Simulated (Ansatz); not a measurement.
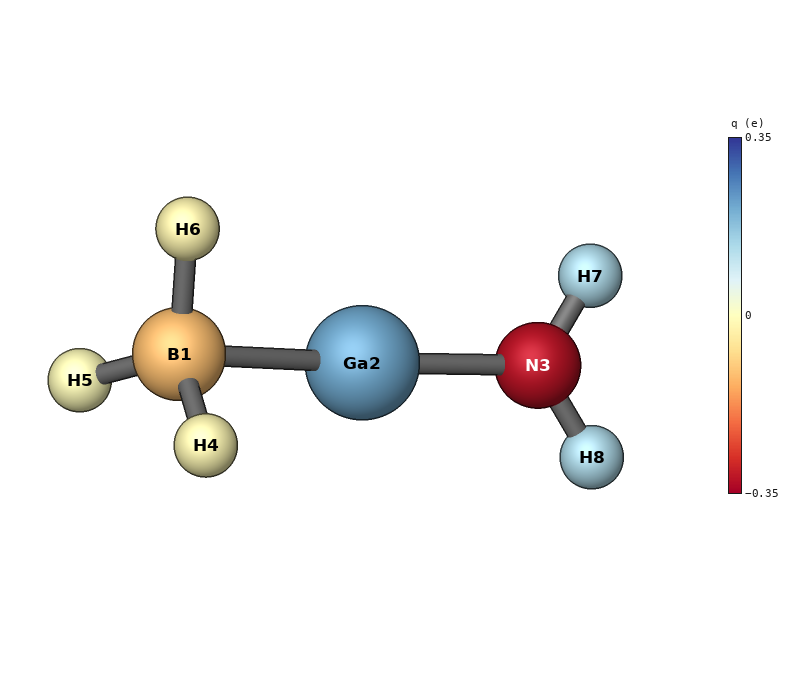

Atoms are coloured by their Mulliken charges. Computed geometry: PBE-D4/def2-SVP optimisation. No frequency run is at hand to confirm it as a minimum. Level of theory: RKS PBE-D4/def2-SVP (Ansatz 0.2.0).

Give the Mulliken charges atom by atom.

| atom | value (e) |
| --- | --- |
| B1 | −0.11 |
| Ga2 | 0.21 |
| N3 | −0.32 |
| H4 | −0.02 |
| H5 | −0.01 |
| H6 | −0.02 |
| H7 | 0.13 |
| H8 | 0.13 |

Mulliken values depend strongly on the basis set and can even reverse the polarity of a bond.
